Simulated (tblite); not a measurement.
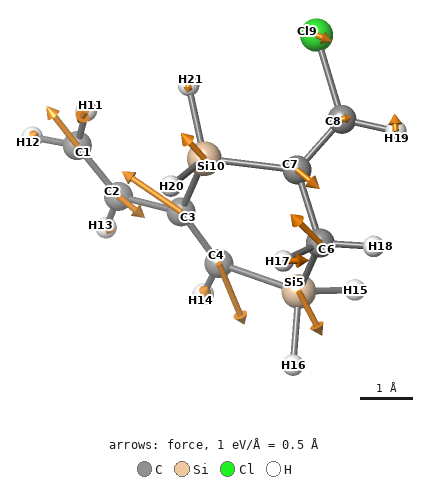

Starting geometry of C7H11ClSi2 with the computed forces as orange arrows. Style: ball-and-stick. Shown at a tilt.

Method: GFN2-xTB geometry optimisation, gas phase (tblite). 

What follows when this structure is relaxed?

Answer. It isn't relaxed: the largest force vector, on C4, is 3.02 eV/Å. The final displacements have little in common with the starting forces (cosine between the two patterns 0.05). The energy falls by 0.504 eV in 149 geometry steps. The largest moves after the best rigid fit, 1.10 Å, are those of H20 and H21. By element the largest moves are H 1.10 Å, Cl 0.70 Å, Si 0.49 Å, C 0.46 Å. Near-neighbour distances that change, for instance: Si5–Si10 3.323 → 3.476 Å, Si5–C6 1.851 → 1.907 Å, C7–Si10 1.837 → 1.890 Å, C3–C4 1.295 → 1.346 Å. Bond angles that change, for instance: C4–Si5–C6 114.2° → 105.7°, Cl9–C8–H19 120.1° → 112.7°, C7–C8–H19 118.4° → 124.4°. Groups turn about C7–Si10 by about 35°, C3–Si10 by about 30°, C4–Si5 by about 25°.
